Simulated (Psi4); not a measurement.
# N2H (dinitrogen monohydride): UMP3/def2-TZVPPD

Aim: the energy change on altering one bond length of N2H (dinitrogen monohydride) at UMP3/def2-TZVPPD, from 2 runs. 

The calculation is run with Psi4 1.11.

13 further runs of the same task are left out: 11 that didn't finish, 2 set aside as unsound or not needed.

### 1 The structure to begin with

N2H has 3 atoms, charge 0, and is taken as a doublet. As SMILES, `[N]=N`. Geometry: relaxed at PBE0-D4/def2-TZVP.

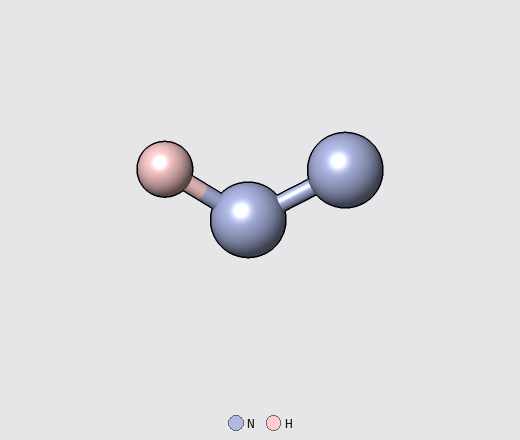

Viewed from a chosen angle; nitrogen light blue, hydrogen pink.

### 2 The energy at UMP3/def2-TZVPPD

Contents of hn2.inp:

```
memory 1.6 GB

molecule mol {
  0 2
  N      0.710530    -0.606720     0.326180
  N     -0.268660    -0.217710    -0.170100
  H     -0.441870     0.824430    -0.156080
  symmetry c1
}

set globals {
  reference       uhf
  puream          true
  e_convergence   1e-09
  d_convergence   1e-08
  scf_type        pk
  num_frozen_docc 2
  maxiter         100
  mp_type         conv
}

energy_value = energy('mp3/def2-TZVPPD')
```

Run with:

```bash
$ psi4 -i hn2.inp -o hn2.out -n 1
```

hn2.out:

```text
[...]
  Running in c1 symmetry.
[...]
  Nuclear repulsion =   27.719687010035415
[...]
  Multiplicity = 2
[...]
  Nalpha       = 8
  Nbeta        = 7
[...]
    Number of basis functions: 91
[...]
   @UHF iter   1:  -109.43451790975527   -7.49964e-01   2.39763e-03 ADIIS/DIIS
[...]
   @UHF iter  19:  -109.47327325699703   -4.67537e-12   6.41914e-09 DIIS
[...]
   @S^2 Observed:                8.488312822E-01
[...]
    Orbital Energies [Eh]
    ---------------------
    Alpha Occupied:
       1A    -15.660849     2A    -15.642700     3A     -1.426614
       4A     -0.912904     5A     -0.715610     6A     -0.637884
       7A     -0.573138     8A     -0.389584
    Alpha Virtual:
       9A      0.097228    10A      0.120360    11A      0.149701
      12A      0.181612    13A      0.215140    14A      0.230107
      15A      0.293755    16A      0.354235    17A      0.376270
      18A      0.385527    19A      0.407870    20A      0.411504
      21A      0.429930    22A      0.502811    23A      0.504946
      24A      0.539838    25A      0.553768    26A      0.599535
[...]
  @UHF Final Energy:  -109.47327325699703
   => Energetics <=
    Nuclear Repulsion Energy =             27.7196870100354147
    One-Electron Energy =                -203.1792721561983228
    Two-Electron Energy =                  65.9863118891658758
    Total Energy =                       -109.4732732569970324
  UHF NO Occupations:
  HONO-2 :    6  A 1.9937491
  HONO-1 :    7  A 1.9598177
[...]
 Multipole Moments:
 ------------------------------------------------------------------------------------
     Multipole            Electronic (a.u.)      Nuclear  (a.u.)        Total (a.u.)
 ------------------------------------------------------------------------------------
 L = 1.  Multiply by 2.5417464519 to convert [e a0] to [Debye]
 Dipole X            :          0.3980626           -0.6278990           -0.2298364
 Dipole Y            :         -0.4083422            1.1239941            0.7156518
 Dipole Z            :          0.0000000            0.0000000            0.0000000
 Magnitude           :                                                    0.7516531
[...]
	SCS-MP2 Total Energy (a.u.)        :  -109.82567803773783
	SOS-MP2 Total Energy (a.u.)        :  -109.82216311240391
[...]
	SOS-PI-MP2 Total Energy (a.u.)     :  -109.84900079358906
[...]
	MP2 Total Energy (a.u.)            :  -109.83270788840565
[...]
	SCS-MP3 Total Energy (a.u.)        :  -109.82808259872350
[...]
	MP3 Total Energy (a.u.)            :  -109.84232613234833
[...]
```

Run time: 28 s. Hardware: 1 thread of AMD EPYC 7R43 (Zen 3), shared host; peak memory 0.98 GiB.

### 3 The distorted shape at the same level

Contents of calc.dat:

```
memory 1600 mb

molecule {
  0 2
  N
  N 1 2.5623
  H 2 1.056529 1 117.49315
  symmetry c1
  no_reorient
  no_com
}

set {
  basis def2-TZVPPD
  reference uhf
  puream true
  e_convergence 1e-09
  d_convergence 1e-06
  scf_type pk
  num_frozen_docc 2
  maxiter 150
  mp_type conv
  damping_percentage 30
  guess sap
}

energy_value = energy("mp3")
```

Run with:

```bash
$ psi4 -i calc.dat -o calc.out -n 1
```

calc.out:

```text
[...]
  Running in c1 symmetry.
[...]
  Nuclear repulsion =   14.786656464740972
[...]
  Multiplicity = 2
[...]
  Nalpha       = 8
  Nbeta        = 7
[...]
    Number of basis functions: 91
[...]
   @UHF iter   1:  -107.21255805590019   -1.07213e+02   1.63699e-02 DIIS/ADIIS
[...]
   @UHF iter  47:  -109.38199098266522    6.80942e-10   6.40398e-09 DIIS/DAMP=30%
[...]
   @S^2 Observed:                2.745784566E+00
[...]
    Orbital Energies [Eh]
    ---------------------
    Alpha Occupied:
       1A    -15.658570     2A    -15.579655     3A     -1.151905
       4A     -0.916250     5A     -0.570596     6A     -0.559387
       7A     -0.559259     8A     -0.495025
    Alpha Virtual:
       9A      0.098002    10A      0.098645    11A      0.109111
      12A      0.160194    13A      0.215225    14A      0.263243
      15A      0.264555    16A      0.307114    17A      0.384075
      18A      0.385015    19A      0.398879    20A      0.403804
      21A      0.416745    22A      0.421894    23A      0.423094
      24A      0.455061    25A      0.465322    26A      0.566343
[...]
  @UHF Final Energy:  -109.38199098266522
   => Energetics <=
    Nuclear Repulsion Energy =             14.7866564647409717
    One-Electron Energy =                -178.0758008472860752
    Two-Electron Energy =                  53.9071533998798742
    Total Energy =                       -109.3819909826652150
  UHF NO Occupations:
  HONO-2 :    6  A 1.1625483
  HONO-1 :    7  A 1.0443844
[...]
 Multipole Moments:
 ------------------------------------------------------------------------------------
     Multipole            Electronic (a.u.)      Nuclear  (a.u.)        Total (a.u.)
 ------------------------------------------------------------------------------------
 L = 1.  Multiply by 2.5417464519 to convert [e a0] to [Debye]
 Dipole X            :         -0.3077689            0.8482767            0.5405078
 Dipole Y            :          1.2829399           -1.6010344           -0.3180945
 Dipole Z            :         -0.0000000            0.0000000           -0.0000000
 Magnitude           :                                                    0.6271624
[...]
	SCS-MP2 Total Energy (a.u.)        :  -109.61029851768232
	SOS-MP2 Total Energy (a.u.)        :  -109.60666846826960
[...]
	SOS-PI-MP2 Total Energy (a.u.)     :  -109.62395135177763
[...]
	MP2 Total Energy (a.u.)            :  -109.61755861650776
[...]
	SCS-MP3 Total Energy (a.u.)        :  -109.61800935111064
[...]
	MP3 Total Energy (a.u.)            :  -109.64840195022106
[...]
```

Wall time 26 s (1 thread of AMD EPYC 7R43 (Zen 3), shared host); peak memory 0.98 GiB.

### 4 Outcome

At UMP3/def2-TZVPPD, 2 core orbitals frozen:

| quantity | value |
| --- | --- |
| first shape: total energy | -109.84233 Eh |
| first shape: HOMO energy (Hartree–Fock orbitals) (highest over α and β) | -10.60 eV |
| first shape: LUMO energy (Hartree–Fock orbitals) (lowest over α and β) | 2.57 eV |
| first shape: correlation energy (2 core orbitals frozen) | -369.1 mEh |
| first shape: ⟨S²⟩ of the reference determinant | 0.849 |
| distorted shape: total energy | -109.64840 Eh |
| distorted shape: HOMO energy (Hartree–Fock orbitals) (highest over α and β) | -13.47 eV |
| distorted shape: LUMO energy (Hartree–Fock orbitals) (lowest over α and β) | 2.61 eV |
| distorted shape: correlation energy (2 core orbitals frozen) | -266.4 mEh |
| distorted shape: ⟨S²⟩ of the reference determinant | 2.746 |
| energy change with the N1–N2 bond stretched from 1.165 to 2.562 Å | 5.277 eV |

What this shows: With the N1–N2 bond stretched from 1.165 to 2.562 Å the energy rises by 5.28 eV (122 kcal/mol). The first shape isn't relaxed at this level, so the change isn't measured from a minimum. ⟨S²⟩ (distorted shape) is 2.75 where a pure doublet has 0.75: the reference is spin-contaminated.
